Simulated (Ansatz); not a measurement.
The starting structures come from a database of crystals and need not be the phases stable at ambient conditions.

 Where the default PAW files enter, the runs use the earlier of Ansatz's two default sets.

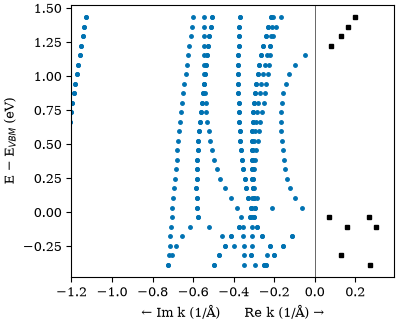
Complex bands at the centre of the two-dimensional zone; r2SCAN run with Ansatz (a quantum-chemistry and plane-wave program)

The gap is the functional's own. No spin-orbit coupling. Mid-gap values are interpolated on the energy grid.

**Question.** This is BaTe₃ (P-42_1m, not sure to be the ambient phase, 8 atoms a cell, 36.6 Å³ an atom) along the normal of (100). Read off the slowest decay at the centre of the two-dimensional zone at 0.59 eV, the computed energy nearest the middle of the gap.

**Answer.** κ ≈ 0.17 1/Å, a decay length 1/(2κ) of the density of 3.0 Å.
